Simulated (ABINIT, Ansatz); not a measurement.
## A GW chain in ABINIT: SiC (P6_3mc)

Aim: the G0W0 gap of SiC (P6_3mc) on PBE, step by step.

Program: ABINIT 10.8.3. Level of theory: PBE and many-body steps on it, plane waves. Results are calculated unless marked as measured.

**What was measured.**

- Gap 3.33 eV: band gap at cryogenic temperature; bulk crystal (literature value) (quoted in “Silicon carbide diodes for neutron detection”, 2020, arxiv:2009.14696).

This is a report of a sequence of runs, with most program output left out.

## 1. The structure

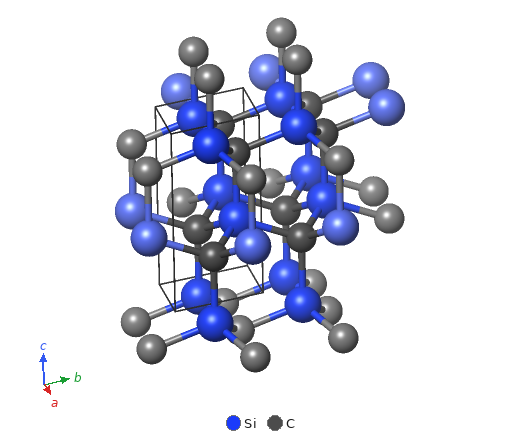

Start, viewed slightly off an axis; silicon blue, carbon dark grey. 2×2×1 cells are drawn. Some periodic images of atoms are drawn too.

Coordinates:

```cif
data_structure
_symmetry_space_group_name_H-M 'P 1'
_symmetry_Int_Tables_number 1
_cell_length_a 3.0735
_cell_length_b 3.0735
_cell_length_c 5.0452
_cell_angle_alpha 90.000
_cell_angle_beta 90.000
_cell_angle_gamma 120.000
_cell_volume 41.27
loop_
_atom_site_label
_atom_site_type_symbol
_atom_site_fract_x
_atom_site_fract_y
_atom_site_fract_z
_atom_site_occupancy
Si1 Si 0.33333 0.66667 0.49960 1
Si2 Si 0.66667 0.33333 0.99960 1
C3 C 0.33333 0.66667 0.87540 1
C4 C 0.66667 0.33333 0.37540 1
```

The cell and positions are those that the Materials Project relaxed with its own functionals (PBE, PBE+U or r2SCAN), kept fixed.

## 2. Ground state

This step: ABINIT 10.8.3; DFT, PBE, plane waves, norm-conserving pseudopotentials.

The ground-state density comes first.

Input file run.abi:

```
acell 3*1.0 Angstrom
rprim 
  3.073513928196 0.000000000001 0.000000000000
  -1.536756964099 2.661741140703 0.000000000000
  0.000000000000 0.000000000000 5.045247710000
ntypat 2
znucl 14 6
natom 4
typat 1 1 2 2
xred 
  0.333333333333 0.666666666667 0.499602400000
  0.666666666667 0.333333333333 0.999602400000
  0.333333333333 0.666666666667 0.875397600000
  0.666666666667 0.333333333333 0.375397600000
pp_dirpath "pseudos"
pseudos "Si.upf, C.upf"
ecut 37
ngkpt 6 6 4
nshiftk 1
shiftk 0 0 0
kptopt 1
chksymbreak 0
nband 14
occopt 1
tolvrs 1e-10
nstep 60
prtwf 0
optforces 0
optstress 0
indata_prefix "in"
outdata_prefix "out"
tmpdata_prefix "tmp"
```

Launch:

```
> OMP_NUM_THREADS=1 mpirun -n 8 abinit run.abi > log
```

Elapsed: 5.2 s, on 8 MPI ranks of Arm Neoverse V1, shared host; peak memory 0.53 GiB; 41 s of CPU time.

This step gave:

| Property | Result |
| --- | --- |
| total energy | -558.8875 eV |
| gap | 2.275 eV |
| k of the valence top | 0, 0, 0 |
| k of the conduction bottom | 0.3333, 0.3333, 0 |
| least direct gap | 3.985 eV |

The gap is indirect, with the least direct gap 1.71 eV higher.

## 3. Bands along the symmetry lines

Levels along a band path, at the cheap level, show where the edges lie and whether the meshes to come will hold them.

Input file run.abi:

```
acell 3*1.0 Angstrom
rprim 
  3.073513928196 0.000000000001 0.000000000000
  -1.536756964099 2.661741140703 0.000000000000
  0.000000000000 0.000000000000 5.045247710000
ntypat 2
znucl 14 6
natom 4
typat 1 1 2 2
xred 
  0.333333333333 0.666666666667 0.499602400000
  0.666666666667 0.333333333333 0.999602400000
  0.333333333333 0.666666666667 0.875397600000
  0.666666666667 0.333333333333 0.375397600000
pp_dirpath "pseudos"
pseudos "Si.upf, C.upf"
ecut 37
iscf -2
irdden 1
kptopt 0
nkpt 75
kpt 
  0.00000000 0.00000000 0.00000000
  0.06250000 0.00000000 0.00000000
  0.12500000 0.00000000 0.00000000
  0.18750000 0.00000000 0.00000000
  0.25000000 0.00000000 0.00000000
  0.31250000 0.00000000 0.00000000
  0.37500000 0.00000000 0.00000000
  0.43750000 0.00000000 0.00000000
  0.50000000 0.00000000 0.00000000
  0.47916667 0.04166667 0.00000000
  0.45833333 0.08333333 0.00000000
  0.43750000 0.12500000 0.00000000
  0.41666666 0.16666666 0.00000000
  0.39583333 0.20833333 0.00000000
  0.37500000 0.25000000 0.00000000
  0.35416666 0.29166666 0.00000000
  0.33333333 0.33333333 0.00000000
  0.29166666 0.29166666 0.00000000
  0.25000000 0.25000000 0.00000000
  0.20833333 0.20833333 0.00000000
  0.16666666 0.16666666 0.00000000
  0.12500000 0.12500000 0.00000000
  0.08333333 0.08333333 0.00000000
  0.04166667 0.04166667 0.00000000
  0.00000000 0.00000000 0.00000000
  0.00000000 0.00000000 0.06250000
  0.00000000 0.00000000 0.12500000
  0.00000000 0.00000000 0.18750000
  0.00000000 0.00000000 0.25000000
  0.00000000 0.00000000 0.31250000
  0.00000000 0.00000000 0.37500000
  0.00000000 0.00000000 0.43750000
  0.00000000 0.00000000 0.50000000
  0.06250000 0.00000000 0.50000000
  0.12500000 0.00000000 0.50000000
  0.18750000 0.00000000 0.50000000
  0.25000000 0.00000000 0.50000000
  0.31250000 0.00000000 0.50000000
  0.37500000 0.00000000 0.50000000
  0.43750000 0.00000000 0.50000000
  0.50000000 0.00000000 0.50000000
  0.47916667 0.04166667 0.50000000
  0.45833333 0.08333333 0.50000000
  0.43750000 0.12500000 0.50000000
  0.41666666 0.16666666 0.50000000
  0.39583333 0.20833333 0.50000000
  0.37500000 0.25000000 0.50000000
  0.35416666 0.29166666 0.50000000
  0.33333333 0.33333333 0.50000000
  0.29166666 0.29166666 0.50000000
  0.25000000 0.25000000 0.50000000
  0.20833333 0.20833333 0.50000000
  0.16666666 0.16666666 0.50000000
  0.12500000 0.12500000 0.50000000
  0.08333333 0.08333333 0.50000000
  0.04166667 0.04166667 0.50000000
  0.00000000 0.00000000 0.50000000
  0.50000000 0.00000000 0.50000000
  0.50000000 0.00000000 0.43750000
  0.50000000 0.00000000 0.37500000
  0.50000000 0.00000000 0.31250000
  0.50000000 0.00000000 0.25000000
  0.50000000 0.00000000 0.18750000
  0.50000000 0.00000000 0.12500000
  0.50000000 0.00000000 0.06250000
  0.50000000 -0.00000000 0.00000000
  0.33333333 0.33333333 0.50000000
  0.33333333 0.33333333 0.43750000
  0.33333333 0.33333333 0.37500000
  0.33333333 0.33333333 0.31250000
  0.33333333 0.33333333 0.25000000
  0.33333333 0.33333333 0.18750000
  0.33333333 0.33333333 0.12500000
  0.33333333 0.33333333 0.06250000
  0.33333333 0.33333333 0.00000000
istwfk *1
nband 15
nbdbuf 2
tolwfr 1e-08
nstep 40
prtwf 0
prtvol 0
indata_prefix "in"
outdata_prefix "out"
tmpdata_prefix "tmp"
```

It took 8.1 s on 8 MPI ranks; peak memory 0.51 GiB; 64 s of CPU time.

This step gave:

| Item | Value |
| --- | --- |
| gap | 2.275 eV |
| k of the valence top | 0, 0, 0 |
| k of the conduction bottom | 0.3333, 0.3333, 0 |
| least direct gap | 3.985 eV |

The gap is 2.275 eV, as in the run before at this level.

The electronic bands at the labelled points (eV, zero at the top of the highest filled band; v1 is the highest filled band, c1 the lowest empty one):

| point | v4 | v3 | v2 | v1 | c1 | c2 | c3 | c4 |
| --- | --- | --- | --- | --- | --- | --- | --- | --- |
| Γ | -1.32 | -0.11 | 0.00 | 0.00 | 4.82 | 6.22 | 6.68 | 6.68 |
| M | -5.45 | -3.33 | -3.30 | -1.20 | 2.79 | 4.23 | 6.90 | 7.14 |
| K | -6.27 | -4.05 | -4.05 | -3.84 | 2.28 | 8.18 | 8.87 | 8.87 |
| Γ | -1.32 | -0.11 | 0.00 | 0.00 | 4.82 | 6.22 | 6.68 | 6.68 |
| A | -0.71 | -0.71 | -0.71 | -0.71 | 5.91 | 5.91 | 7.37 | 7.37 |
| L | -2.45 | -2.45 | -2.34 | -2.34 | 3.29 | 3.29 | 5.27 | 5.27 |
| H | -5.66 | -5.66 | -1.74 | -1.74 | 5.08 | 5.08 | 6.02 | 6.02 |
| A | -0.71 | -0.71 | -0.71 | -0.71 | 5.91 | 5.91 | 7.37 | 7.37 |
| jump to L | -2.45 | -2.45 | -2.34 | -2.34 | 3.29 | 3.29 | 5.27 | 5.27 |
| M | -5.45 | -3.33 | -3.30 | -1.20 | 2.79 | 4.23 | 6.90 | 7.14 |
| jump to H | -5.66 | -5.66 | -1.74 | -1.74 | 5.08 | 5.08 | 6.02 | 6.02 |
| K | -6.27 | -4.05 | -4.05 | -3.84 | 2.28 | 8.18 | 8.87 | 8.87 |

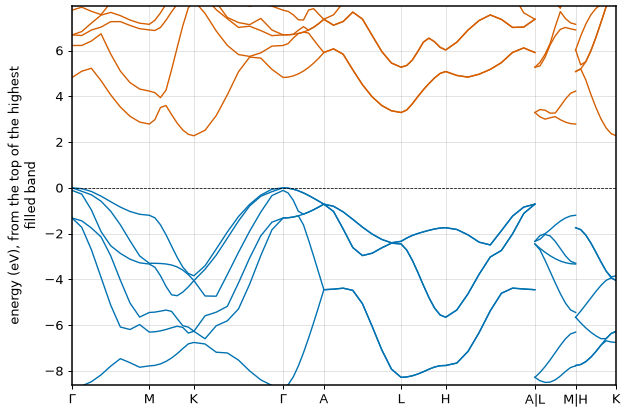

Electronic bands along the path; lines of filled and empty bands in two colours.

## 4. Empty states on the mesh, 6×6×4 mesh, 552 bands

The sums over transitions need many empty states on a uniform mesh; this step solves for them.

Input file run.abi:

```
acell 3*1.0 Angstrom
rprim 
  3.073513928196 0.000000000001 0.000000000000
  -1.536756964099 2.661741140703 0.000000000000
  0.000000000000 0.000000000000 5.045247710000
ntypat 2
znucl 14 6
natom 4
typat 1 1 2 2
xred 
  0.333333333333 0.666666666667 0.499602400000
  0.666666666667 0.333333333333 0.999602400000
  0.333333333333 0.666666666667 0.875397600000
  0.666666666667 0.333333333333 0.375397600000
pp_dirpath "pseudos"
pseudos "Si.upf, C.upf"
ecut 37
ngkpt 6 6 4
nshiftk 1
shiftk 0 0 0
kptopt 1
chksymbreak 0
irdden 1
istwfk *1
nband 552
prtvol 0
optdriver 6
gwr_task "HDIAGO"
paral_kgb 0
occopt 1
indata_prefix "in"
outdata_prefix "out"
tmpdata_prefix "tmp"
```

Wall time 70 s (8 MPI ranks); peak memory 4.5 GiB; 9.3 min of CPU time.

Numbers from this step:

```yaml
gap: 2.275 eV
k_of_the_valence_top: 0, 0, 0
k_of_the_conduction_bottom: 0.3333, 0.3333, 0
least_direct_gap: 3.985 eV
k_points_computed: 21
lowest_point_of_the_top_converged_band_above_the_valence_top: 296.0338 eV
```

On this mesh the gap is 2.275 eV.

## 5. Screening, 6×6×4 mesh, 544 bands, screening to 381 eV

The RPA dielectric matrix is built and inverted for each q.

This step: RPA screening on PBE, plane waves, norm-conserving pseudopotentials.

run.abi, as its differences from that of step 4:

```diff
@@ -22,10 +22,11 @@
 chksymbreak 0
-irdden 1
 istwfk *1
-nband 552
-prtvol 0
-optdriver 6
-gwr_task "HDIAGO"
-paral_kgb 0
 occopt 1
+irdwfk 1
+optdriver 3
+nband 544
+ecuteps 14
+inclvkb 2
+awtr 1
+symchi 1
 indata_prefix "in"
```

Elapsed: 31 min, on 8 MPI ranks; peak memory 9.3 GiB; 4.1 h of CPU time.

This step gave:

| Quantity | Value |
| --- | --- |
| ε∞ with local fields, on this mesh, along the program's q direction | 6.855 |
| the same without local fields | 7.509 |
| plasma frequency | 23.12 eV |
| plane waves in the screening matrix | 701 |

Local fields lower ε∞ by 9 %.

## 6. Self-energy, 6×6×4 mesh, 544 bands, screening to 381 eV

The self-energy is evaluated for the states that the input lists, and the levels follow from it, in one-shot runs by the linearised quasiparticle equation.

This step: G0W0 on PBE, plane waves, norm-conserving pseudopotentials.

run.abi, as its differences from that of step 5:

```diff
@@ -25,8 +25,19 @@
 irdwfk 1
-optdriver 3
+optdriver 4
 nband 544
+gwcalctyp 0
+ecutsigx 37
+symsigma 1
+nkptgw 3
+kptgw 
+  0.0000000000 0.0000000000 0.0000000000
+  0.3333333333 0.3333333333 0.0000000000
+  0.5000000000 0.0000000000 0.0000000000
+bdgw 
+  7 10
+  6 10
+  7 10
 ecuteps 14
-inclvkb 2
-awtr 1
-symchi 1
+irdscr 1
+ppmodel 1
 indata_prefix "in"
```

It took 10 min on 8 MPI ranks; peak memory 12 GiB.

Numbers from this step:

| Property | Result |
| --- | --- |
| G0W0 gap on the points computed | 3.082 eV |
| starting gap on the mesh | 2.275 eV |
| k of the valence top | 0, 0, 0 |
| k of the conduction bottom | 0.3333, 0.3333, 0 |
| Z at the valence top | 0.791 |
| Z at the conduction bottom | 0.824 |
| least direct G0W0 gap on the computed points | 4.973 eV |

The gap on the mesh goes from 2.28 eV to 3.08 eV, a correction of +0.81 eV.

Limits: finite bands, cutoff and mesh. v1 is the top filled band, c1 the lowest empty one. The levels before and after the correction (eV, zero at the valence-band top of each column):

|  | conduction bottom | valence top |
| --- | --- | --- |
| Kohn-Sham | 2.28 | 0.00 |
| G0W0 | 3.08 | 0.00 |

|  | level | energy (eV) |
| --- | --- | --- |
| Kohn-Sham | Γ v2-v1 | 0.000 |
| Kohn-Sham | Γ c1 | 4.820 |
| Kohn-Sham | Γ c2 | 6.220 |
| Kohn-Sham | (0.333 0.333 0) v3-v2 | -4.053 |
| Kohn-Sham | (0.333 0.333 0) v1 | -3.842 |
| Kohn-Sham | (0.333 0.333 0) c1 | 2.275 |
| Kohn-Sham | (0.333 0.333 0) c2 | 8.182 |
| G0W0 | Γ v2-v1 | 0.000 |
| G0W0 | Γ c1 | 5.756 |
| G0W0 | Γ c2 | 7.100 |
| G0W0 | (0.333 0.333 0) v3-v2 | -4.349 |
| G0W0 | (0.333 0.333 0) v1 | -4.146 |
| G0W0 | (0.333 0.333 0) c1 | 3.082 |
| G0W0 | (0.333 0.333 0) c2 | 9.305 |

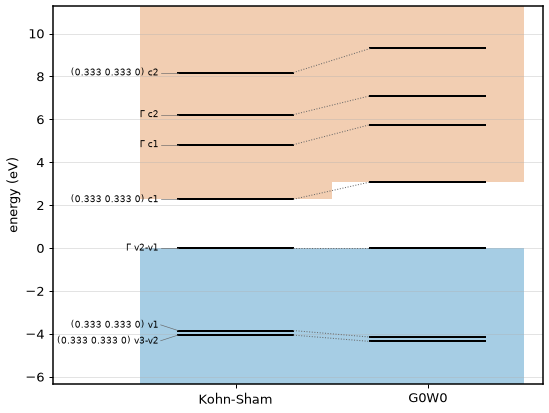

Levels before and after the correction. Shaded: valence and conduction bands.

## 7. Where the time went

Times are wall times on 8 MPI ranks of Arm Neoverse V1, shared host, good to a factor of about two.

| step | time | share | memory (GiB) |
| --- | --- | --- | --- |
| ground state | 5.2 s | 0 % | 0.53 |
| bands along the symmetry lines | 8.1 s | 0 % | 0.51 |
| empty states on the mesh | 70 s | 3 % | 4.5 |
| screening | 31 min | 73 % | 9.3 |
| self-energy | 10 min | 24 % | 12 |

## 8. Summary of results

* PBE gap: 2.28 eV, indirect
* G0W0 gap on the mesh: 3.08 eV
* GW settings: 6×6×4 mesh, 544 bands, screening to 381 eV, Godby-Needs plasmon pole
* known limits: not at the basis limit

G0W0 moves the gap on the mesh from 2.28 eV to 3.08 eV (+0.81 eV), with Z of 0.79 and 0.82 at the edges. Local fields lower the RPA ε∞ on this mesh from 7.51 to 6.85. Only 3 of the mesh's irreducible points were corrected, so a valley elsewhere could overtake. The dearest step here is «screening». Against experiment, by G0W0@PBE: the gap of 3.08 eV lies −0.25 eV from the measured 3.33 eV (kind not stated, quoted 2020). The calculation has static nuclei and no excitons; a measured gap holds zero-point and thermal motion, which mostly lowers it. Bands and cutoff are finite, so the gap is not at the basis limit. The miss can reach some tenths of an eV and take either sign; the mesh is an error of its own. In the G0W0 run levels were corrected at 3 k points alone, so a gap called «on the mesh» is the least over those, and an edge elsewhere would be missed.

[Paths, hosts, dates, memory and timing lines, banners, echoed tables and standing remarks are left out of the program output.]

[Logs are printed without paths, hosts, clocks, repeated set-up lines and the standing remarks that a program may print on its own settings, such as how far it seeks lower states.]

[Runs of the session that timed out or met a known fault of the program may be left out.]

[Hosts, paths, dates, database ids (printed as entryN), source tags and the programs' standing remarks are cut or masked in the printed files.]

[G0W0 gaps are taken among the corrected bands and points alone; a level outside them can change the order at an edge.]

[Where Ansatz stands beside ABINIT at settings called matched, ABINIT's density can come from a denser mesh and the files from another edition; pairs whose starting gaps differed by over 0.03 eV were left out, so agreement reads better than it is.]
